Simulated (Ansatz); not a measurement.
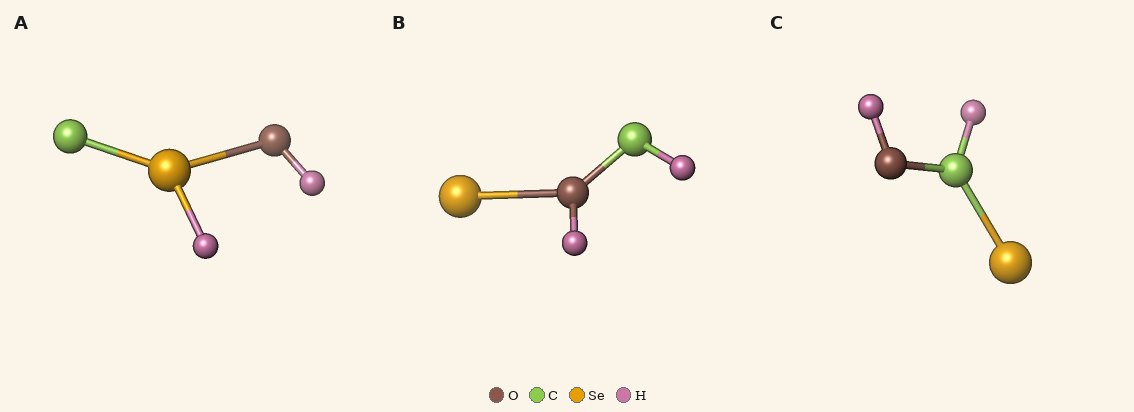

3 stationary structures of one formula. Geometries: PBE-D4/def2-SVP. Electronic energies: PBE-D4/def2-SVP (Ansatz 0.2.0), without zero-point energy. No frequency run is at hand to confirm each as a minimum.

Which is lowest in energy, and by how much?

Answer. C is lowest (Cs); B lies 489.9 kJ/mol above it (Cs), A lies 569.4 kJ/mol above it (Cs).
